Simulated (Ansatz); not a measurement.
# HNZr: the cost of one run

Program: Ansatz 0.2.0, Gaussian basis. Level of theory: def2-QZVPP, core rule «outside noble gas», up to 5 orbitals frozen. These are calculated values, not measurements.

To be run: UHF; ROHF; CCSD(T) on UHF.

### 1 The geometry

The geometry is a PBE0/def2-TZVP stationary point (not a proven minimum). No spin-orbit coupling is included. Elements past krypton take def2 core potentials.

3 atoms, charge 1, spin multiplicity 4.

Atoms are counted from 1 here; the program's logs count them from 0.

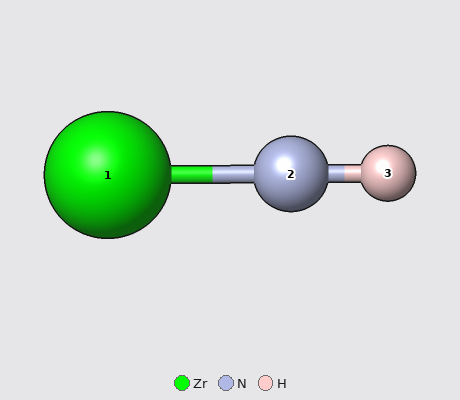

The structure; zirconium green, nitrogen light blue, hydrogen pink; atoms are numbered from 1 in the order of the file.

### 2 UHF

Input file in.yaml:

```yaml
crystal:
  periodic: [false, false, false]
  atoms:
    - {symbol: Zr, position_ang: [0.000000, 0.000000, 1.626338]}
    - {symbol: N, position_ang: [0.000000, 0.000000, -0.303487]}
    - {symbol: H, position_ang: [0.000000, 0.000000, -1.322851]}
basis:
  gaussian: {orbitals: "def2-QZVPP.json"}
total_charge: 1
magnetization: {spin_polarized: true, initial_magnetization: 3}
hamiltonian: {xc: hf}
output: {orbitals: {seedname: orbitals}}
```

The run is started by

```
> ansatz run in.yaml --threads 1 --pin off --events-out ev --progress --plain --max-ram 4096MiB --backend cpu
```

**Question.** How long does this run take on 1 thread of AMD EPYC 7R13, shared host, and how much memory does it need?

About 21 s, with a peak of 0.39 GiB.
